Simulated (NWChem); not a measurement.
# triplet C3H7Cl at 6 levels

We compute a comparison of 6 runs (UHF/3-21G, U-wB97X/6-31G*, UB2PLYP/6-31G*, UB3LYP/6-31G*, UMP3/6-31G*) of triplet C3H7Cl. 

The calculation is run with NWChem 7.3.0.

1 further run of the same task is left out (set aside as unsound or not needed).

### Step 1. The structure to begin with

C3H7Cl: 11 atoms, total charge 0, spin state triplet. SMILES of the parent species: `CCCCl`. The coordinates come from a PBE0-D4/def2-TZVP relaxation. This is one conformer, not always the lowest. That shape belongs to the parent species and isn't relaxed for this state.

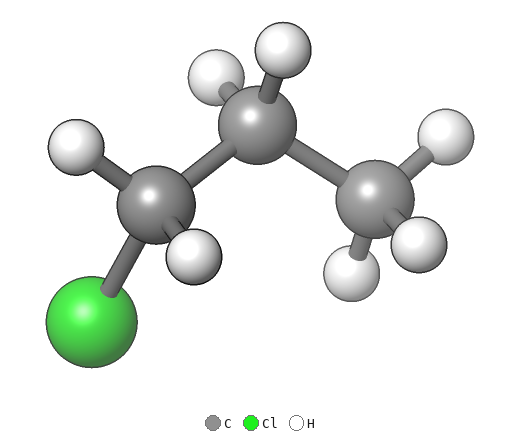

The structure, seen from a chosen angle (carbon grey, chlorine green, hydrogen white).

### Step 2. The energy at UHF/3-21G (run 1)

Contents of m1.xyz:

```xyz
11
C3H7Cl hf
C     -0.811400     1.004000     0.042600
C     -0.136300    -0.246800     0.573600
C      0.973200    -0.768100    -0.310500
Cl     0.367700    -1.319700    -1.901800
H     -1.275800     0.816000    -0.927000
H     -1.588000     1.349300     0.727700
H     -0.090500     1.816700    -0.083200
H     -0.872100    -1.041800     0.726600
H      0.310900    -0.042500     1.554000
H      1.471500    -1.627200     0.136700
H      1.716000     0.003200    -0.518100
```

Contents of run.py:

```python
from ase.io import read
from ase.calculators.nwchem import NWChem

molecule = read('m1.xyz')

calc = NWChem(
    label='m1',
    theory='scf',
    memory='2200 mb',
    basis='3-21G',
    basispar='spherical bse',
    scf={'nopen': '2', 'uhf': None, 'thresh': '1e-08', 'maxiter': '80', 'print': 'low'},
    task='energy',
)
molecule.calc = calc

e = molecule.get_potential_energy()
print(f"E = {e:.6f} eV")
```

On the command line:

```bash
$ export ASE_NWCHEM_COMMAND="nwchem PREFIX.nwi > PREFIX.nwo"
$ python run.py
```

Log:

```text
E = -15621.080446 eV
```

The calculator wrote m1.nwi:

```
title "m1"

permanent_dir m1

scratch_dir m1

start m1

geometry units angstrom nocenter noautosym noautoz
  C  -8.1140000000000001e-01 1.0040000000000000e+00 4.2599999999999999e-02
  C  -1.3630000000000000e-01 -2.4679999999999999e-01 5.7360000000000000e-01
  C  9.7319999999999995e-01 -7.6810000000000000e-01 -3.1050000000000000e-01
  Cl 3.6770000000000003e-01 -1.3197000000000001e+00 -1.9017999999999999e+00
  H  -1.2758000000000000e+00 8.1599999999999995e-01 -9.2700000000000005e-01
  H  -1.5880000000000001e+00 1.3492999999999999e+00 7.2770000000000001e-01
  H  -9.0499999999999997e-02 1.8167000000000000e+00 -8.3199999999999996e-02
  H  -8.7209999999999999e-01 -1.0418000000000001e+00 7.2660000000000002e-01
  H  3.1090000000000001e-01 -4.2500000000000003e-02 1.5540000000000000e+00
  H  1.4715000000000000e+00 -1.6272000000000000e+00 1.3669999999999999e-01
  H  1.7160000000000000e+00 3.2000000000000002e-03 -5.1810000000000000e-01
end

memory 2200 mb

basis spherical bse noprint
   * library 3-21G
end

scf
  nopen 2
  uhf
  thresh 1e-08
  maxiter 80
  print low
end

task scf energy
```

m1.nwo:

```text
Northwest Computational Chemistry Package (NWChem) 7.3.0
             --------------------------------------------------------

           Job information
           ---------------

    nwchem branch   = 7.3.0
    use scalapack   = T
    input           = m1.nwi
    prefix          = m1.
    data base       = m1/m1.db
    status          = startup
    nproc           =        1

           Memory information
           ------------------

[... 5 lines left out ...]
    hardfail = no
[... 38 lines left out ...]
            Nuclear Dipole moment (a.u.)
[... 73 lines left out ...]
 Forming initial guess at       0.0s

 Starting SCF solution at       0.1s

  ga_iter_lsolve: convergence stagnant ... aborting solve
  ga_iter_lsolve: convergence stagnant ... aborting solve

       Final UHF  results
       ------------------

         Total SCF energy =   -574.064122700353
      One electron energy =  -1113.304997243564
      Two electron energy =    375.948928955035
 Nuclear repulsion energy =    163.291945588176

                       Sz =      1.0000
                 Sz(Sz+1) =      2.0000
                      S^2 =      2.0087

        Time for solution =     15.7s

 Task  times  cpu:       15.8s     wall:       15.8s
 Total times  cpu:       15.8s     wall:       15.8s
```

Run time: 17 s. Hardware: 1 thread of Intel Xeon 6975P-C (Granite Rapids), shared host; peak memory 0.096 GiB.

### Step 3. The energy at U-wB97X/6-31G(d) (spherical functions) (run 2)

Contents of run.py:

```python
from ase import Atoms
from ase.calculators.nwchem import NWChem

mol = Atoms('CCCClHHHHHHH', positions=[
    [-0.811400, 1.004000, 0.042600],
    [-0.136300, -0.246800, 0.573600],
    [0.973200, -0.768100, -0.310500],
    [0.367700, -1.319700, -1.901800],
    [-1.275800, 0.816000, -0.927000],
    [-1.588000, 1.349300, 0.727700],
    [-0.090500, 1.816700, -0.083200],
    [-0.872100, -1.041800, 0.726600],
    [0.310900, -0.042500, 1.554000],
    [1.471500, -1.627200, 0.136700],
    [1.716000, 0.003200, -0.518100],
])

calc = NWChem(
    label='c3h7cl',
    theory='dft',
    memory='2200 mb',
    basis='6-31G*',
    basispar='spherical bse',
    dft={'xc': 'wb97x', 'mult': '3', 'grid': 'xfine', 'convergence': 'energy 1e-08', 'iterations': '100', 'mulliken': None},
    task='energy',
)
mol.calc = calc

print(f"energy = {mol.get_potential_energy():.6f} eV")
```

On the command line:

```bash
$ export ASE_NWCHEM_COMMAND="nwchem PREFIX.nwi > PREFIX.nwo"
$ python run.py
```

Log:

```text
energy = -15739.591584 eV
```

The calculator wrote c3h7cl.nwi:

```
title "c3h7cl"

permanent_dir c3h7cl

scratch_dir c3h7cl

start c3h7cl

geometry units angstrom nocenter noautosym noautoz
  C  -8.1140000000000001e-01 1.0040000000000000e+00 4.2599999999999999e-02
  C  -1.3630000000000000e-01 -2.4679999999999999e-01 5.7360000000000000e-01
  C  9.7319999999999995e-01 -7.6810000000000000e-01 -3.1050000000000000e-01
  Cl 3.6770000000000003e-01 -1.3197000000000001e+00 -1.9017999999999999e+00
  H  -1.2758000000000000e+00 8.1599999999999995e-01 -9.2700000000000005e-01
  H  -1.5880000000000001e+00 1.3492999999999999e+00 7.2770000000000001e-01
  H  -9.0499999999999997e-02 1.8167000000000000e+00 -8.3199999999999996e-02
  H  -8.7209999999999999e-01 -1.0418000000000001e+00 7.2660000000000002e-01
  H  3.1090000000000001e-01 -4.2500000000000003e-02 1.5540000000000000e+00
  H  1.4715000000000000e+00 -1.6272000000000000e+00 1.3669999999999999e-01
  H  1.7160000000000000e+00 3.2000000000000002e-03 -5.1810000000000000e-01
end

memory 2200 mb

basis spherical bse noprint
   * library 6-31G*
end

dft
  xc wb97x
  mult 3
  grid xfine
  convergence energy 1e-08
  iterations 100
  mulliken
end

task dft energy
```

c3h7cl.nwo:

```text
Northwest Computational Chemistry Package (NWChem) 7.3.0
             --------------------------------------------------------

           Job information
           ---------------

    nwchem branch   = 7.3.0
    use scalapack   = T
    input           = c3h7cl.nwi
    prefix          = c3h7cl.
    data base       = c3h7cl/c3h7cl.db
    status          = startup
    nproc           =        1

           Memory information
           ------------------

[... 5 lines left out ...]
    hardfail = no
[... 38 lines left out ...]
            Nuclear Dipole moment (a.u.)
[... 92 lines left out ...]
          Convergence on density requested:  1.00D-05
[... 32 lines left out ...]
          Convergence aids based upon iterative change in
[... 29 lines left out ...]
 2-e energy   =     372.657632
[... 61 lines left out ...]
           Coulomb energy =      422.635863669839
[... 530 lines left out ...]
                     DFT Final Beta Molecular Orbital Analysis
[... 620 lines left out ...]
     Multipole analysis of the density
     ---------------------------------

     L   x y z        total         alpha         beta         nuclear
     -   - - -        -----         -----         ----         -------
     0   0 0 0     -0.000000    -22.000000    -20.000000     42.000000

     1   1 0 0      0.113086     -6.742087     -4.626612     11.481786
[... 8 lines of this table left out ...]
     2   0 0 2    -27.009129   -147.220068   -125.033914    245.244854

 Task  times  cpu:      182.9s     wall:      182.9s
 Total times  cpu:      182.9s     wall:      182.9s
```

Run time: 3.1 min. Hardware: 1 thread of Intel Xeon 6975P-C (Granite Rapids), shared host; peak memory 0.14 GiB.

Run 3 isn't shown in full; the table further down has it.

### Step 4. A single-point energy at UB3LYP/6-31G(d) (spherical functions) (run 4)

Contents of c3h7cl.nw:

```
start c3h7cl
title "C3H7Cl energy"
memory total 2200 mb
charge 0

geometry units atomic noautosym nocenter noautoz
 C  -1.53332378  1.89728503  0.08050233
 C  -0.25756967 -0.46638441  1.08394691
 C   1.83908146 -1.45149864 -0.58675996
 Cl  0.69485230 -2.49387157 -3.59388114
 H  -2.41091259  1.54201652 -1.75177612
 H  -3.00088509  2.54980746  1.37515370
 H  -0.17102021  3.43306545 -0.15722521
 H  -1.64803015 -1.96871668  1.37307500
 H   0.58751585 -0.08031336  2.93663440
 H   2.78073199 -3.07496235  0.25832556
 H   3.24277003  0.00604712 -0.97906711
end

basis spherical bse
 * library 6-31G*
end

dft
 xc b3lyp
 mult 3
 grid xfine
 convergence energy 1e-08
 iterations 100
 mulliken
end

task dft
```

On the command line:

```bash
$ nwchem c3h7cl.nw > c3h7cl.out
```

Log:

```text
[...]
          Wavefunction type:  spin polarized.
          No. of atoms     :    11
          No. of electrons :    42
[...]
          Charge           :     0
          Spin multiplicity:     3
[...]
          AO basis - number of functions:    74
[...]
              XC Information
              --------------
                         B3LYP Method XC Potential
                     Hartree-Fock (Exact) Exchange  0.200
                        Slater Exchange Functional  0.800 local
                    Becke 1988 Exchange Functional  0.720 non-local
              Lee-Yang-Parr Correlation Functional  0.810
                  VWN I RPA Correlation Functional  0.190 local
[...]
 d= 0,ls=0.0,diis     1   -578.4139254446 -7.42D+02  1.17D-02  8.88D-02     5.7
[...]
 d= 0,ls=0.0,diis    18   -578.4765161341 -3.24D-09  8.96D-07  7.99D-12    96.1
[...]
         Total DFT energy =     -578.476516134091
      One electron energy =    -1117.289634045130
           Coulomb energy =      422.748211055036
    Exchange-Corr. energy =      -47.227026987132
 Nuclear repulsion energy =      163.291933843135
[...]
      Total Density - Mulliken Population Analysis
     ---------------------------------------------
    Atom       Charge   Shell Charges
 -----------   ------   -------------------------------------------------------
    1 C    6     6.44   2.00  0.67  2.13  0.62  0.99  0.04
    2 C    6     6.23   2.00  0.67  2.11  0.56  0.85  0.04
    3 C    6     6.55   2.00  0.68  2.08  0.66  1.09  0.04
    4 Cl  17    16.85   2.00  2.00  5.97  1.46  3.41  0.48  1.47  0.08
    5 H    1     0.85   0.53  0.32
    6 H    1     0.85   0.53  0.32
    7 H    1     0.86   0.53  0.33
    8 H    1     0.87   0.53  0.34
    9 H    1     0.86   0.53  0.33
   10 H    1     0.82   0.51  0.31
[...]
      <S2> =      2.0034 (Exact =     2.0000)
[...]
```

It took 97 s on 1 thread of Intel Xeon 6975P-C (Granite Rapids), shared host; peak memory 0.14 GiB.

Run 5 isn't shown in full; the table further down has it.

### Step 5. The energy at UMP3/6-31G(d) (spherical functions) (run 6)

Contents of c3h7cl.xyz:

```xyz
11
C3H7Cl energy
C     -0.811400     1.004000     0.042600
C     -0.136300    -0.246800     0.573600
C      0.973200    -0.768100    -0.310500
Cl     0.367700    -1.319700    -1.901800
H     -1.275800     0.816000    -0.927000
H     -1.588000     1.349300     0.727700
H     -0.090500     1.816700    -0.083200
H     -0.872100    -1.041800     0.726600
H      0.310900    -0.042500     1.554000
H      1.471500    -1.627200     0.136700
H      1.716000     0.003200    -0.518100
```

Contents of c3h7cl.nw:

```
start c3h7cl
title "C3H7Cl energy"
memory total 2200 mb

geometry units angstrom noautosym nocenter noautoz
 load c3h7cl.xyz
end

basis spherical bse
 C library 6-31G*
 Cl library 6-31G*
 H library 6-31G*
end

scf
 triplet
 uhf
 thresh 1e-08
 maxiter 80
end

tce
 scf
 mbpt3
 freeze core 8
 maxiter 60
end

task tce
```

On the command line:

```bash
$ nwchem c3h7cl.nw > c3h7cl.out
```

Log:

```text
[...]
  functions       =    74
[...]
  wavefunction    = UHF
[...]
         Total SCF energy =   -576.907781679086
      One electron energy =  -1116.635074647751
      Two electron energy =    376.435347380489
 Nuclear repulsion energy =    163.291945588177
                       Sz =      1.0000
                 Sz(Sz+1) =      2.0000
                      S^2 =      2.0142
[...]
         Wavefunction type : Unrestricted Hartree-Fock
          No. of electrons :    42
[...]
         Spin multiplicity : triplet
[...]
```

It took 68 s on 1 thread of Intel Xeon 6975P-C (Granite Rapids), shared host; peak memory 0.8 GiB.

### Step 6. The series

```
run                                 level  iteration cap  module  energy (Eh)   ⟨S²⟩  wall time
  1                             UHF/3-21G             80     scf  -574.064123  2.009       17 s
  2  U-wB97X/6-31G* (spherical functions)            100     dft  -578.419327  2.005    3.1 min
  3  UB2PLYP/6-31G* (spherical functions)            100     dft  -578.141577  2.007    1.8 min
  4   UB3LYP/6-31G* (spherical functions)            100     dft  -578.476516  2.003       97 s
  5   UB3LYP/6-31G* (Cartesian functions)            100     dft  -578.482110  2.003    1.8 min
  6     UMP3/6-31G* (spherical functions)             80     tce  -577.456068  2.014       68 s
```

### Step 7. Results

```
                                                         quantity          value
                                              run 6: total energy  -577.45607 Eh
run 6: HOMO energy (Hartree–Fock orbitals) (highest over α and β)       -4.55 eV
 run 6: LUMO energy (Hartree–Fock orbitals) (lowest over α and β)       -1.02 eV
               run 6: correlation energy (8 core orbitals frozen)     -548.3 mEh
                         run 6: ⟨S²⟩ of the reference determinant          2.014
```

Over runs 2, 3, 4, 5 the dipole moment (its size) runs from 0.57 D (UB2PLYP/6-31G*) to 0.98 D (UB3LYP/6-31G*). A double hybrid's value is that of its SCF part. Totals of different functionals can't be ranked against each other. All runs together took 9.6 min, the longest 3.1 min.
